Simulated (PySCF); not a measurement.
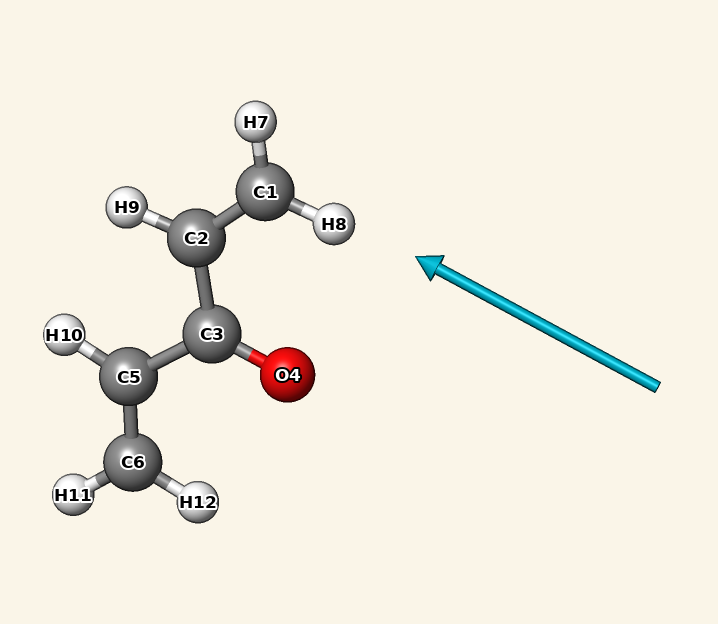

The arrow beside the molecule shows the direction of the dipole moment, from the negative to the positive end (its length means nothing). The geometry was computed by an optimisation with GFN2-xTB. No frequency run is at hand to confirm it as a minimum. Properties computed with CAM-B3LYP/def2-SVPD, gas phase (PySCF 2.14.0).

> Estimate the dipole moment.

2.64 D; it points from the side of O4 to the side of H9, H10 (the outermost atoms at the two ends).
